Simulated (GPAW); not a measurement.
**Screening of a field by 1T-SiSSe monolayer**

Aim: the dipole that a field along the normal induces in 1T-SiSSe monolayer.

Program: GPAW 26.7.0. Level of theory: GPAW, PAW setups; layer in a repeated cell with vacuum, relaxation of atoms and in-plane cell, in the first sound run; inputs show where later runs differ. Results are calculated unless marked as measured.

## 1. The structure

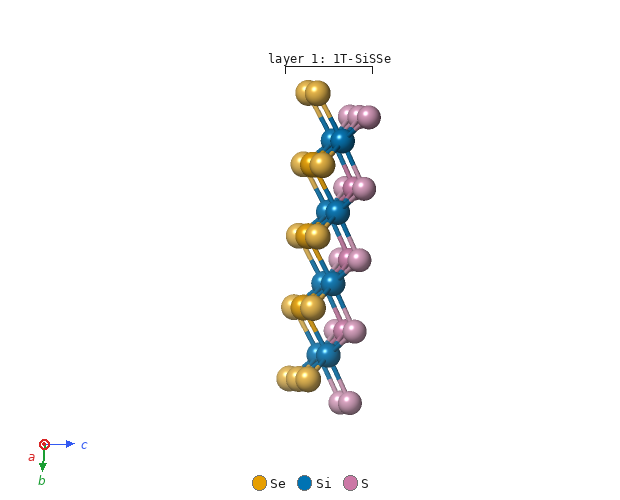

Start, viewed from the side, with the c axis across the page; selenium orange, silicon blue, sulfur pink. 1×3×1 cells are drawn. Some periodic images of atoms are drawn too.

The cell holds 3 atoms: 1 Se, 1 Si and 1 S. Cell: a = 3.405 Å, b = 3.405 Å, c = 17.924 Å, α = 90.0°, β = 90.0°, γ = 120.0°. Vacuum lies along c.

## 2. Relaxing the atoms

The atoms are relaxed first, since the surface dipole, and with it the work function, follows the positions of the outer layers.

The input, run.py:

```python
import json
import numpy as np
from ase import Atoms
from ase.filters import FrechetCellFilter
from ase.optimize import BFGS
from gpaw import GPAW, PW

slab = Atoms(
    ['Se', 'Si', 'S'],
    positions=[
        [1.70250, 0.98294, 8.00000],
        [0.00000, 0.00000, 9.02922],
        [-0.00000, 1.96588, 9.92364]],
    cell=[[3.405, 0.0, 0.0], [-1.7025, 2.94882, 0.0], [0.0, 0.0, 17.9236]],
    pbc=[True, True, True])

slab.calc = GPAW(mode=PW(600), xc='PBE', kpts={'size': (9, 9, 1), 'gamma': True},
                 occupations={'name': 'fermi-dirac', 'width': 0.05}, nbands='200%',
                 convergence={'density': 1e-05}, maxiter=200,
                 symmetry={'tolerance': 1e-3}, txt='slab.txt')
result = {}
# The in-plane cell is free; stress needs a cell that repeats along all three vectors
path = []
opt = BFGS(FrechetCellFilter(slab, mask=[1, 1, 0, 0, 0, 1]), maxstep=0.2)
opt.attach(lambda: path.append((slab.get_potential_energy(), slab.positions.tolist(), slab.get_forces().tolist())))
result['relaxed'] = bool(opt.run(fmax=0.02, steps=45))
result['path'] = path
result['cell'] = slab.cell.tolist()
print('in-plane lattice', slab.cell.cellpar().round(4)[[0, 1, 5]])
energy = slab.get_potential_energy()
fermi = slab.calc.get_fermi_level()
v = slab.calc.get_electrostatic_potential().mean((0, 1)) - fermi
n = slab.calc.get_pseudo_density().mean((0, 1))
L = slab.cell[2, 2]
z = np.arange(len(v)) * L / len(v)
low, high = slab.positions[:, 2].min(), slab.positions[:, 2].max()
below, above = np.interp([low - 5.8, high + 5.8], z, v)
slopes = [np.interp(x, z, np.gradient(v, z)) for x in (low - 5.8, high + 5.8)]
eps = np.array([[slab.calc.get_eigenvalues(k, s) for k in range(len(slab.calc.get_ibz_k_points()))]
                for s in range(slab.calc.get_number_of_spins())]) - fermi
top, bottom = eps[eps < 0].max(), eps[eps > 0].min()
dipole = slab.get_dipole_moment()[2]
print(f'energy {energy:.4f} eV, Fermi level {fermi:.4f} eV, dipole {dipole:.5f} e A')
print(f'potential 5.8 A off the faces, from the Fermi level: lower {below:.4f} eV, upper {above:.4f} eV')
print(f'slope of the potential there: lower {slopes[0]:.5f}, upper {slopes[1]:.5f} eV/A')
print(f'nearest levels on the mesh: {top:.4f} and {bottom:.4f} eV')
print('magnetic moment', round(slab.get_magnetic_moment(), 3))
result.update(energy=energy, fermi=fermi, dipole=dipole, below=below, above=above, slopes=slopes, edges=[top, bottom],
              z=z.tolist(), v=v.tolist(), n=n.tolist(), positions=slab.positions.tolist(),
              forces=slab.get_forces(apply_constraint=False).tolist(), moments=slab.get_magnetic_moments().tolist())
json.dump(result, open('result.json', 'w'))
```

Run with:

```
$ OMP_NUM_THREADS=1 OPENBLAS_NUM_THREADS=1 python run.py
```

The program printed:

```text
Step          Energy          fmax
BFGS:    0      -11.632785        6.494806
BFGS:    1      -12.853180        4.198452
BFGS:    2      -13.834727        1.800983
BFGS:    3      -13.982863        0.919539
BFGS:    4      -14.044921        1.030882
BFGS:    5      -14.103786        0.953542
BFGS:    6      -14.165616        0.605215
BFGS:    7      -14.203768        0.483515
BFGS:    8      -14.212891        0.236756
BFGS:    9      -14.213981        0.091304
BFGS:   10      -14.214257        0.008795
in-plane lattice [  3.4096   3.4096 120.    ]
energy -14.2142 eV, Fermi level -1.6592 eV, dipole -0.02566 e A
potential 5.8 A off the faces, from the Fermi level: lower 5.4124 eV, upper 5.5042 eV
slope of the potential there: lower -0.02579, upper -0.02577 eV/A
nearest levels on the mesh: -0.3859 and 0.3779 eV
magnetic moment 0.0
```

Wall time 2.3 min (1 thread of AMD EPYC 9B14 (Zen 4), shared host); peak memory 0.3 GiB.

This step gave:

```yaml
dipole_along_the_normal: -0.02566 e·Å
levels_nearest_the_fermi_level_on_the_mesh: -0.3859, 0.3779 eV from the Fermi level
```

The electrostatic potential energy of an electron (without an applied field's), less the Fermi level, planar mean by z:

```csv
z (Å),"electrostatic potential energy of an electron (without an applied field's), less the Fermi level, planar mean (eV)"
0,5.46
1,5.43
2,5.41
3,5.38
4,5.35
5,5.31
6,4.84
7,-3.45
8,-9.85
9,-12.7
10,-10.5
11,-0.0745
12,5.35
13,5.57
14,5.56
15,5.53
16,5.51
17,5.48
```

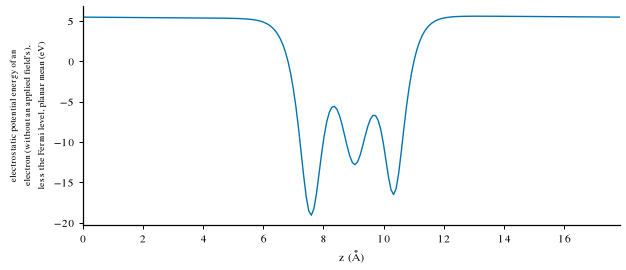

Electrostatic potential energy of an electron (without an applied field's), less the Fermi level, planar mean against z.

The pseudo valence density, planar mean oscillates, so the rows of the table below give means over windows of 1 Å about each position, cut where the curve ends. Its maxima inside the range that stand out by 2 % of the span (Å: e/Å³): 7.2: 0.362, 8.0: 0.455, 9.9: 0.460, 10.6: 0.367. Its minima: 7.5: 0.214, 9.0: 0.218, 10.4: 0.348.

Table of pseudo valence density, planar mean by z; means over each step:

```csv
z (Å),"pseudo valence density, planar mean (e/Å³)"
3,4.4e-6
4,8.5e-5
5,0.00168
6,0.0332
7,0.255
8,0.364
9,0.271
10,0.407
11,0.236
12,0.0214
13,9.4e-4
14,4.3e-5
```

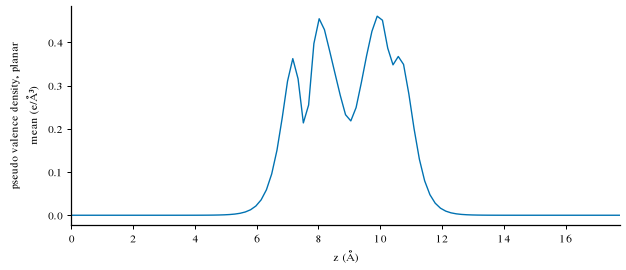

Pseudo valence density, planar mean against z.

The relaxation lowered the energy of the cell by 2.58 eV (energies extrapolated to zero smearing; the optimiser's log prints free energies). The largest force left on a free atom is 0.0088 eV/Å.

## 3. Plane waves, PBE

The work function is the vacuum plateau of the electrostatic potential less the Fermi level; a dipole layer lets the two faces have plateaus of their own.

This step: GPAW, PAW setups; slab in vacuum (GPAW 26.7.0).

The cell differs from the one that the last finished run ended in (c 17.924 → 18.762 Å).

Edit run.py of step 2 so:

```diff
@@ -3,4 +3,2 @@
 from ase import Atoms
-from ase.filters import FrechetCellFilter
-from ase.optimize import BFGS
 from gpaw import GPAW, PW
@@ -10,21 +8,14 @@
     positions=[
-        [1.70250, 0.98294, 8.00000],
-        [0.00000, 0.00000, 9.02922],
-        [-0.00000, 1.96588, 9.92364]],
-    cell=[[3.405, 0.0, 0.0], [-1.7025, 2.94882, 0.0], [0.0, 0.0, 17.9236]],
-    pbc=[True, True, True])
+        [1.70481, 0.98427, 8.00000],
+        [-0.00000, 0.00000, 9.45658],
+        [-0.00000, 1.96854, 10.76174]],
+    cell=[[3.40961, -0.0, 0.0], [-1.70481, 2.95282, 0.0], [0.0, 0.0, 18.7617]],
+    pbc=[True, True, False])
 
-slab.calc = GPAW(mode=PW(600), xc='PBE', kpts={'size': (9, 9, 1), 'gamma': True},
+slab.calc = GPAW(mode=PW(400), xc='PBE', kpts={'size': (9, 9, 1), 'gamma': True},
                  occupations={'name': 'fermi-dirac', 'width': 0.05}, nbands='200%',
                  convergence={'density': 1e-05}, maxiter=200,
+                 poissonsolver={'dipolelayer': 'xy'},
                  symmetry={'tolerance': 1e-3}, txt='slab.txt')
 result = {}
-# The in-plane cell is free; stress needs a cell that repeats along all three vectors
-path = []
-opt = BFGS(FrechetCellFilter(slab, mask=[1, 1, 0, 0, 0, 1]), maxstep=0.2)
-opt.attach(lambda: path.append((slab.get_potential_energy(), slab.positions.tolist(), slab.get_forces().tolist())))
-result['relaxed'] = bool(opt.run(fmax=0.02, steps=45))
-result['path'] = path
-result['cell'] = slab.cell.tolist()
-print('in-plane lattice', slab.cell.cellpar().round(4)[[0, 1, 5]])
 energy = slab.get_potential_energy()
```

The program printed:

```text
energy -14.1928 eV, Fermi level -1.8317 eV, dipole -0.01873 e A
potential 5.8 A off the faces, from the Fermi level: lower 5.2929 eV, upper 5.6309 eV
slope of the potential there: lower -0.00003, upper 0.00000 eV/A
nearest levels on the mesh: -0.3870 and 0.3790 eV
magnetic moment 0.0
```

It took 7.6 s on 1 thread; peak memory 0.18 GiB.

Numbers from this step:

```yaml
dipole_along_the_normal: -0.01873 e·Å
levels_nearest_the_fermi_level_on_the_mesh: -0.3870, 0.3790 eV from the Fermi level
upper_work_function: 5.631 eV
lower_work_function: 5.293 eV
upper_ionisation_energy: 6.018 eV
```

Electrostatic potential energy of an electron (without an applied field's), less the Fermi level, planar mean against z:

```csv
z (Å),"electrostatic potential energy of an electron (without an applied field's), less the Fermi level, planar mean (eV)"
0,5.46
1,5.29
2,5.29
3,5.29
4,5.29
5,5.29
6,5.16
7,2.66
8,-18.9
9,-7.36
10,-7.05
11,-11.3
12,4.67
13,5.59
14,5.63
15,5.63
16,5.63
17,5.63
18,5.63
```

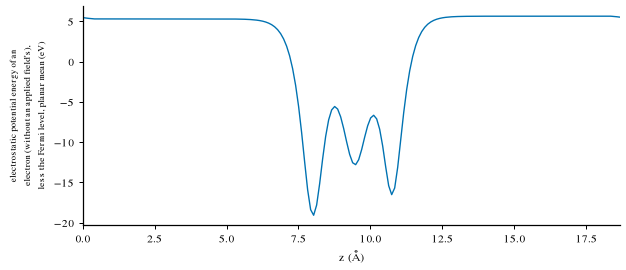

Electrostatic potential energy of an electron (without an applied field's), less the Fermi level, planar mean, plotted against z.

The pseudo valence density, planar mean oscillates, so the rows of the table below give means over windows of 1 Å about each position, cut where the curve ends. Its maxima inside the range that stand out by 2 % of the span (Å: e/Å³): 7.5: 0.344, 8.5: 0.445, 10.4: 0.462, 11.0: 0.369. Its minima: 7.9: 0.218, 9.4: 0.220, 10.8: 0.348.

Table of pseudo valence density, planar mean by z; means over each step:

```csv
z (Å),"pseudo valence density, planar mean (e/Å³)"
4,2.5e-5
5,5.0e-4
6,0.00983
7,0.148
8,0.327
9,0.321
10,0.360
11,0.344
12,0.0741
13,0.00344
14,1.6e-4
15,7.7e-6
```

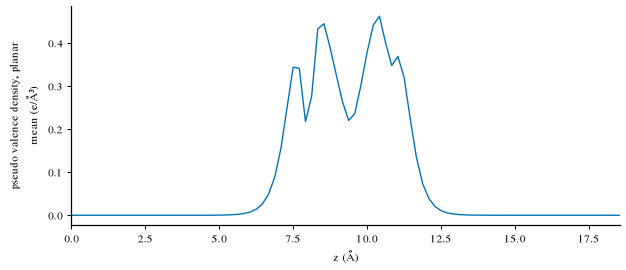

Pseudo valence density, planar mean against z.

The layer is gapped, so the Fermi level lies somewhere inside the gap, set by smearing and numerics, and these work functions are no property of the material; the band edges below the vacuum level are. The potential is flat to 3.3e-5 eV/Å where it is read, so the vacuum is wide enough.

## 4. Field on

A uniform field along the normal polarises the slab; the atoms stay fixed, so this is the electronic response alone.

Edit run.py of step 3 so:

```diff
@@ -4,2 +4,3 @@
 from gpaw import GPAW, PW
+from gpaw.external import ConstantElectricField
 
@@ -18,2 +19,3 @@
                  poissonsolver={'dipolelayer': 'xy'},
+                 external=ConstantElectricField(-0.2, [0, 0, 1]),
                  symmetry={'tolerance': 1e-3}, txt='slab.txt')
```

The program printed:

```text
energy -14.2019 eV, Fermi level -1.8178 eV, dipole -0.07258 e A
potential 5.8 A off the faces, from the Fermi level: lower 4.7922 eV, upper 6.0973 eV
slope of the potential there: lower -0.00010, upper -0.00006 eV/A
nearest levels on the mesh: -0.3823 and 0.3738 eV
magnetic moment 0.0
```

It took 18 s on 1 thread; peak memory 0.23 GiB.

Numbers from this step:

```
dipole along the normal                                         : -0.07258 e·Å
levels nearest the Fermi level on the mesh                      : -0.3823, 0.3738 eV from the Fermi level
potential below the slab, the applied field's own ramp left out : 4.792 eV from the Fermi level
potential above the slab, the applied field's own ramp left out : 6.097 eV from the Fermi level
```

Table of electrostatic potential energy of an electron (without an applied field's), less the Fermi level, planar mean by z:

```csv
z (Å),"electrostatic potential energy of an electron (without an applied field's), less the Fermi level, planar mean (eV)"
0,5.44
2,4.79
4,4.79
6,4.67
8,-19.2
10,-6.94
12,5.09
14,6.09
16,6.10
18,6.10
```

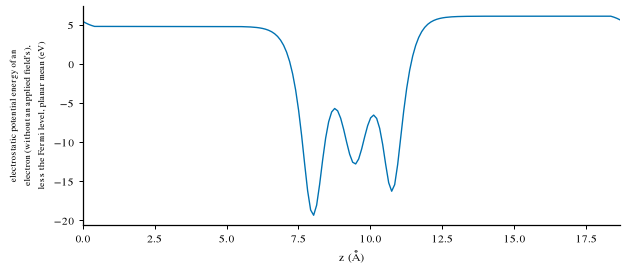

Electrostatic potential energy of an electron (without an applied field's), less the Fermi level, planar mean, plotted against z.

The dipole is now -0.0726 e Å, against -0.019 in the run without a field.

## 5. In a field

Edit run.py of step 4 so:

```diff
@@ -19,3 +19,3 @@
                  poissonsolver={'dipolelayer': 'xy'},
-                 external=ConstantElectricField(-0.2, [0, 0, 1]),
+                 external=ConstantElectricField(-0.1, [0, 0, 1]),
                  symmetry={'tolerance': 1e-3}, txt='slab.txt')
```

The program printed:

```text
energy -14.1960 eV, Fermi level -1.8243 eV, dipole -0.04569 e A
potential 5.8 A off the faces, from the Fermi level: lower 5.0419 eV, upper 5.8635 eV
slope of the potential there: lower -0.00006, upper -0.00003 eV/A
nearest levels on the mesh: -0.3847 and 0.3764 eV
magnetic moment 0.0
```

Run time: 18 s. Hardware: 1 thread; peak memory 0.23 GiB.

Numbers from this step:

| Property | Result |
| --- | --- |
| dipole along the normal | -0.04569 e·Å |
| levels nearest the Fermi level on the mesh | -0.3847, 0.3764 eV from the Fermi level |
| potential below the slab, the applied field's own ramp left out | 5.042 eV from the Fermi level |
| potential above the slab, the applied field's own ramp left out | 5.864 eV from the Fermi level |

Table of electrostatic potential energy of an electron (without an applied field's), less the Fermi level, planar mean by z:

```csv
z (Å),"electrostatic potential energy of an electron (without an applied field's), less the Fermi level, planar mean (eV)"
0,5.45
1,5.04
2,5.04
3,5.04
4,5.04
5,5.04
6,4.92
7,2.45
8,-19.0
9,-7.39
10,-7.00
11,-11.2
12,4.88
13,5.82
14,5.86
15,5.86
16,5.86
17,5.86
18,5.86
```

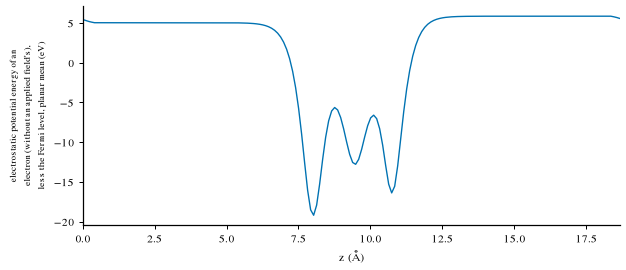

Electrostatic potential energy of an electron (without an applied field's), less the Fermi level, planar mean against z.

The dipole is now -0.0457 e Å, against -0.019 in the run without a field.

## 6. Field on

Edit run.py of step 5 so:

```diff
@@ -19,3 +19,3 @@
                  poissonsolver={'dipolelayer': 'xy'},
-                 external=ConstantElectricField(-0.1, [0, 0, 1]),
+                 external=ConstantElectricField(-0.05, [0, 0, 1]),
                  symmetry={'tolerance': 1e-3}, txt='slab.txt')
```

The program printed:

```text
energy -14.1940 eV, Fermi level -1.8279 eV, dipole -0.03225 e A
potential 5.8 A off the faces, from the Fermi level: lower 5.1672 eV, upper 5.7471 eV
slope of the potential there: lower -0.00005, upper -0.00001 eV/A
nearest levels on the mesh: -0.3858 and 0.3777 eV
magnetic moment 0.0
```

The job ended after 18 s (1 thread; peak memory 0.23 GiB).

The electrostatic potential energy of an electron (without an applied field's), less the Fermi level, planar mean by z:

```csv
z (Å),"electrostatic potential energy of an electron (without an applied field's), less the Fermi level, planar mean (eV)"
0,5.46
1,5.17
2,5.17
3,5.17
4,5.17
5,5.16
6,5.04
7,2.56
8,-19.0
9,-7.37
10,-7.02
11,-11.2
12,4.77
13,5.70
14,5.74
15,5.75
16,5.75
17,5.75
18,5.75
```

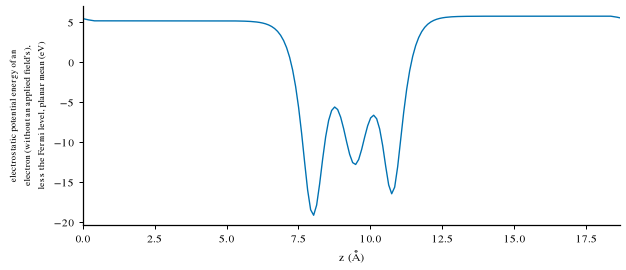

Electrostatic potential energy of an electron (without an applied field's), less the Fermi level, planar mean against z.

## 7. Field on

Edit run.py of step 6 so:

```diff
@@ -19,3 +19,3 @@
                  poissonsolver={'dipolelayer': 'xy'},
-                 external=ConstantElectricField(-0.05, [0, 0, 1]),
+                 external=ConstantElectricField(0.05, [0, 0, 1]),
                  symmetry={'tolerance': 1e-3}, txt='slab.txt')
```

The program printed:

```text
energy -14.1922 eV, Fermi level -1.8357 eV, dipole -0.00535 e A
potential 5.8 A off the faces, from the Fermi level: lower 5.4188 eV, upper 5.5150 eV
slope of the potential there: lower -0.00002, upper 0.00002 eV/A
nearest levels on the mesh: -0.3881 and 0.3803 eV
magnetic moment 0.0
```

The job ended after 18 s (1 thread; peak memory 0.23 GiB).

## 8. In a field

Edit run.py of step 7 so:

```diff
@@ -19,3 +19,3 @@
                  poissonsolver={'dipolelayer': 'xy'},
-                 external=ConstantElectricField(0.05, [0, 0, 1]),
+                 external=ConstantElectricField(0.1, [0, 0, 1]),
                  symmetry={'tolerance': 1e-3}, txt='slab.txt')
```

The program printed:

```text
energy -14.1922 eV, Fermi level -1.8399 eV, dipole 0.00810 e A
potential 5.8 A off the faces, from the Fermi level: lower 5.5451 eV, upper 5.3994 eV
slope of the potential there: lower -0.00000, upper 0.00003 eV/A
nearest levels on the mesh: -0.3893 and 0.3815 eV
magnetic moment 0.0
```

Elapsed: 17 s, on 1 thread; peak memory 0.23 GiB.

The electrostatic potential energy of an electron (without an applied field's), less the Fermi level, planar mean by z:

```csv
z (Å),"electrostatic potential energy of an electron (without an applied field's), less the Fermi level, planar mean (eV)"
0,5.47
2,5.55
4,5.54
6,5.41
8,-18.8
10,-7.10
12,4.45
14,5.40
16,5.40
18,5.40
```

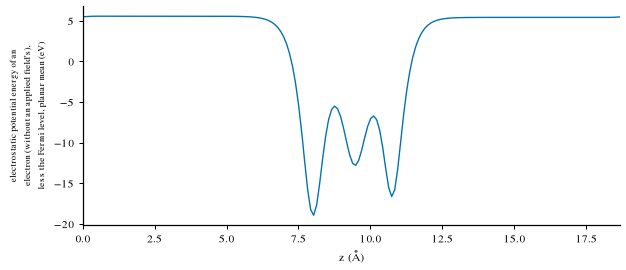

Electrostatic potential energy of an electron (without an applied field's), less the Fermi level, planar mean, plotted against z.

The dipole is now 0.00810 e Å, against -0.019 in the run without a field.

## 9. Field on

Edit run.py of step 8 so:

```diff
@@ -19,3 +19,3 @@
                  poissonsolver={'dipolelayer': 'xy'},
-                 external=ConstantElectricField(0.1, [0, 0, 1]),
+                 external=ConstantElectricField(0.2, [0, 0, 1]),
                  symmetry={'tolerance': 1e-3}, txt='slab.txt')
```

The program printed:

```text
energy -14.1944 eV, Fermi level -1.8490 eV, dipole 0.03502 e A
potential 5.8 A off the faces, from the Fermi level: lower 5.7989 eV, upper 5.1691 eV
slope of the potential there: lower 0.00003, upper 0.00007 eV/A
nearest levels on the mesh: -0.3915 and 0.3840 eV
magnetic moment 0.0
```

Elapsed: 18 s, on 1 thread; peak memory 0.23 GiB.

Electrostatic potential energy of an electron (without an applied field's), less the Fermi level, planar mean against z:

```csv
z (Å),"electrostatic potential energy of an electron (without an applied field's), less the Fermi level, planar mean (eV)"
0,5.48
1,5.80
2,5.80
3,5.80
4,5.80
5,5.79
6,5.65
7,3.09
8,-18.6
9,-7.29
10,-7.16
11,-11.6
12,4.24
13,5.13
14,5.17
15,5.17
16,5.17
17,5.17
18,5.17
```

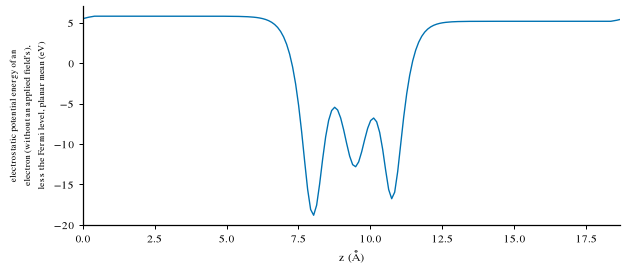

Electrostatic potential energy of an electron (without an applied field's), less the Fermi level, planar mean against z.

The dipole is now 0.0350 e Å, against -0.019 in the run without a field.

[end of part 1 of 2]

[Logs are printed without paths, hosts, clocks, repeated set-up lines and the standing remarks that a program may print on its own settings, such as how far it seeks lower states.]

[Hosts, paths, dates, database ids (printed as entryN), source tags and the programs' standing remarks are cut or masked in the printed files.]
